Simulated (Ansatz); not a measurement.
**One shape, several levels: doublet CH3AlO+**

Aim: a comparison of 5 runs (UHF/STO-3G, UHF/aug-cc-pVDZ, UB3LYP/aug-cc-pVDZ, USVWN5/aug-cc-pVDZ, UCCSD/aug-cc-pVDZ) of doublet CH3AlO+. 

The results are computed with Ansatz 0.2.0.

61 further runs of the same task are left out: 8 that didn't finish, 53 set aside as unsound or not needed. Runs told in other sessions of the task aren't counted.

### 1 Starting point

CH3AlO+ has 6 atoms, charge +1, and is taken as a doublet. SMILES of the parent species: `[CH3][Al]=[O]`. The coordinates come from a PBE0-D4/def2-TZVP relaxation. That shape belongs to the parent species and isn't relaxed for this state.

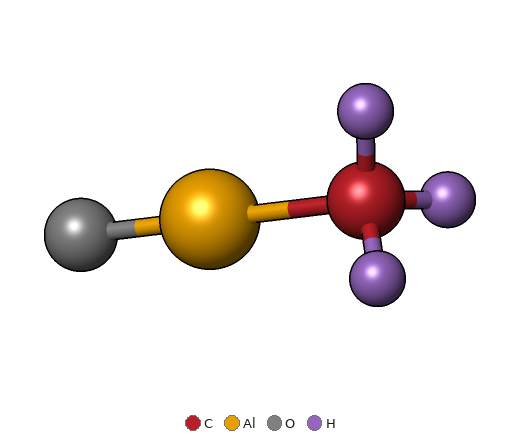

Viewed from a chosen angle; carbon red, aluminium amber, oxygen grey, hydrogen purple.

### 2 The energy at UHF/STO-3G (run 1)

molecule.yaml

```yaml
crystal:
  periodic: [false, false, false]
  atoms:
    - {symbol: C, position_ang: [-0.412500, 0.498200, -0.315400]}
    - {symbol: Al, position_ang: [0.696700, -0.841400, 0.532500]}
    - {symbol: O, position_ang: [1.611700, -1.946300, 1.232100]}
    - {symbol: H, position_ang: [0.065200, 1.479100, -0.263900]}
    - {symbol: H, position_ang: [-1.383600, 0.560900, 0.180800]}
    - {symbol: H, position_ang: [-0.577400, 0.249400, -1.366100]}
basis:
  gaussian:
    orbitals: STO-3G
total_charge: 1
magnetization:
  spin_polarized: true
  initial_magnetization: 1
hamiltonian:
  xc: hf
accuracy: high
output: {orbitals: {seedname: orbitals}}
```

The run is started by

```console
ansatz run molecule.yaml --threads 1 --pin off --max-ram 3480MiB --events-out events.jsonl --progress --plain --runs-dir runs
```

Log:

```text
Warning: RAYON_NUM_THREADS=1 ignored (pool sized by the plan → 1); use --threads N
Functional definition: HF
  name "HF"
  exchange = exact_x
  correlation = 0
387 factors; integrals over basis functions are off by at most 1.6e-8 eV
mean field evaluation 1: about -9557.5759 eV, gradient 3.3e1 eV
mean field evaluation 2: about -9557.6045 eV, gradient 3.3e1 eV
mean field evaluation 4: about -9569.2425 eV, gradient 2.6e1 eV
mean field evaluation 8: about -9574.1903 eV, gradient 2.7e-1 eV
mean field evaluation 16: about -9574.1968 eV, gradient 3.2e-2 eV
mean field evaluation 32: about -9574.1939 eV, gradient 2.7e-6 eV
mean field evaluation 64: about -9574.1939 eV, gradient 6.0e-3 eV
mean field evaluation 96: about -9574.1952 eV, gradient 2.1e-1 eV
mean field evaluation 128: about -9572.3332 eV, gradient 4.2e-1 eV
mean field evaluation 160: about -9565.6383 eV, gradient 3.8e0 eV
mean field evaluation 192: about -9574.1939 eV, gradient 5.7e-6 eV
mean field -9574.19385721 eV, -351.8451346308 hartree, gradient 1.4e-8 eV, S^2 0.757378; 7 other end points of the search recorded, 0 dependent functions left out
reference -9574.19385721 eV, -351.8451346308 hartree; 15, 14 occupied and 7, 8 virtual orbitals, 387 factors
Total energy: -9574.19385721 eV, -351.8451346308 hartree
```

Run time: 1.4 s. Hardware: 1 thread of Intel Xeon Platinum 8259CL at 2.50GHz (Skylake/Cascade Lake), shared host.

### 3 A single-point energy at UHF/aug-cc-pVDZ (run 2)

input.yaml

```yaml
crystal:
  periodic: [false, false, false]
  atoms:
    - {symbol: C, position_ang: [-0.412500, 0.498200, -0.315400]}
    - {symbol: Al, position_ang: [0.696700, -0.841400, 0.532500]}
    - {symbol: O, position_ang: [1.611700, -1.946300, 1.232100]}
    - {symbol: H, position_ang: [0.065200, 1.479100, -0.263900]}
    - {symbol: H, position_ang: [-1.383600, 0.560900, 0.180800]}
    - {symbol: H, position_ang: [-0.577400, 0.249400, -1.366100]}
basis:
  gaussian:
    orbitals: aug-cc-pVDZ
total_charge: 1
accuracy: high
hamiltonian:
  xc: hf
output: {orbitals: {seedname: orbitals}}
magnetization:
  spin_polarized: true
  initial_magnetization: 1
```

The run is started by

```console
ansatz run input.yaml --threads 1 --pin off --max-ram 3480MiB --events-out events.jsonl --progress --plain --runs-dir runs
```

Log, shortened:

```text
Warning: RAYON_NUM_THREADS=1 ignored (pool sized by the plan → 1); use --threads N
Functional definition: HF
  name "HF"
[...]
1876 factors; integrals over basis functions are off by at most 3.5e-9 eV
[...]
mean field -9690.38431240 eV, -356.1150551022 hartree, gradient 7.4e-8 eV, S^2 0.756464; 2 other end points of the search recorded, 0 dependent functions left out
reference -9690.38431240 eV, -356.1150551022 hartree; 15, 14 occupied and 85, 86 virtual orbitals, 1876 factors
Total energy: -9690.38431240 eV, -356.1150551022 hartree
```

Wall time 45 s (1 thread of Intel Xeon Platinum 8259CL at 2.50GHz (Skylake/Cascade Lake), shared host); peak memory 0.36 GiB.

Run 3 isn't shown in full; the table further down has it.

### 4 A single-point energy at USVWN5/aug-cc-pVDZ (run 4)

input.yaml

```yaml
crystal:
  periodic: [false, false, false]
  atoms:
    - symbol: C
      position_ang: [-0.412500, 0.498200, -0.315400]
    - symbol: Al
      position_ang: [0.696700, -0.841400, 0.532500]
    - symbol: O
      position_ang: [1.611700, -1.946300, 1.232100]
    - symbol: H
      position_ang: [0.065200, 1.479100, -0.263900]
    - symbol: H
      position_ang: [-1.383600, 0.560900, 0.180800]
    - symbol: H
      position_ang: [-0.577400, 0.249400, -1.366100]
basis:
  gaussian:
    orbitals: aug-cc-pVDZ
accuracy: high
magnetization:
  spin_polarized: true
  initial_magnetization: 1
total_charge: 1
output:
  orbitals: {seedname: orbitals}
hamiltonian:
  xc: {name: SVWN5}
```

The run is started by

```console
ansatz run input.yaml --threads 1 --pin off --max-ram 3480MiB --events-out events.jsonl --progress --plain --runs-dir runs
```

Log:

```text
Warning: RAYON_NUM_THREADS=1 ignored (pool sized by the plan → 1); use --threads N
Functional definition: SVWN5
  name "SVWN5"
  exchange = slater_x
  correlation = vwn5_c
1876 factors; integrals over basis functions are off by at most 3.5e-9 eV
mean field evaluation 1: about -9630.7001 eV, gradient 8.7e1 eV
mean field evaluation 2: about -9398.7442 eV, gradient 1.4e2 eV
mean field evaluation 4: about -9660.5535 eV, gradient 3.4e1 eV
mean field evaluation 8: about -9666.1923 eV, gradient 2.2e0 eV
mean field evaluation 16: about -9666.2123 eV, gradient 5.5e-3 eV
mean field evaluation 32: about -9666.2123 eV, gradient 1.2e-5 eV
mean field evaluation 64: about -9666.2123 eV, gradient 3.4e-4 eV
mean field evaluation 96: about -9666.2054 eV, gradient 1.2e0 eV
mean field -9666.21232644 eV, -355.2267510026 hartree, gradient 7.2e-8 eV, S^2 0.753157; 7 other end points of the search recorded, 0 dependent functions left out
reference -9666.21233396 eV, -355.2267512789 hartree; 15, 14 occupied and 85, 86 virtual orbitals, 1876 factors
Total energy: -9666.21233396 eV, -355.2267512789 hartree
```

Wall time 56 s (1 thread of Intel Xeon Platinum 8259CL at 2.50GHz (Skylake/Cascade Lake), shared host); peak memory 0.34 GiB.

### 5 The energy at UCCSD/aug-cc-pVDZ (run 5)

input.yaml

```yaml
basis:
  gaussian: {orbitals: aug-cc-pVDZ}
crystal:
  periodic: [false, false, false]
  atoms:
    - {symbol: C, position_ang: [-0.412500, 0.498200, -0.315400]}
    - {symbol: Al, position_ang: [0.696700, -0.841400, 0.532500]}
    - {symbol: O, position_ang: [1.611700, -1.946300, 1.232100]}
    - {symbol: H, position_ang: [0.065200, 1.479100, -0.263900]}
    - {symbol: H, position_ang: [-1.383600, 0.560900, 0.180800]}
    - {symbol: H, position_ang: [-0.577400, 0.249400, -1.366100]}
magnetization: {spin_polarized: true, initial_magnetization: 1}
correlation: {method: ccsd, frozen_orbitals: {Al: 5, C: 1, H: 0, O: 1}}
accuracy: high
scf: {omitted_lower_state_checks: [cluster_reference, increment]}
total_charge: 1
```

The run is started by

```console
ansatz run input.yaml --threads 1 --pin off --max-ram 3480MiB --events-out events.jsonl --progress --plain --runs-dir runs
```

Log:

```text
Warning: RAYON_NUM_THREADS=1 ignored (pool sized by the plan → 1); use --threads N
[... 18 lines left out ...]
7 core orbitals not correlated: weight in the atoms' cores, before any rotation towards them, 1.000 or more for the frozen orbitals, at most 0.000 for the correlated occupied ones
[... 40 lines left out ...]
Total energy: -9700.53597784 eV, -356.4881219263 hartree
Checks for a lower state left out: cluster_reference, increment
```

It took 2.1 min on 1 thread of Intel Xeon Platinum 8259CL at 2.50GHz (Skylake/Cascade Lake), shared host; peak memory 1.3 GiB.

### 6 Overview of the runs

```
run               level  frozen core orbitals  energy (Eh)  HOMO energy (eV)  LUMO energy (eV)   ⟨S²⟩  wall time
  1          UHF/STO-3G                     –  -351.845135            -16.70             -1.42  0.757      1.4 s
  2     UHF/aug-cc-pVDZ                     –  -356.115055            -18.77             -6.01  0.756       45 s
  3  UB3LYP/aug-cc-pVDZ                     –  -357.240949            -15.52            -12.31  0.753    3.2 min
  4  USVWN5/aug-cc-pVDZ                     –  -355.226751            -14.54            -14.46  0.753       56 s
  5   UCCSD/aug-cc-pVDZ                     7  -356.488122                 –                 –  0.756    2.1 min
```

### 7 Results

| quantity | value |
| --- | --- |
| run 5: total energy | -356.48812 Eh |
| run 5: correlation energy (7 core orbitals frozen) | -373.1 mEh |
| run 5: ⟨S²⟩ of the reference determinant | 0.756 |
| run 5: T1 diagnostic | 0.015 |

**Reading.** Totals of different functionals can't be ranked against each other. In run 1 the basis is minimal, so the values are rough. All runs together took 7 min, the longest 3.2 min.
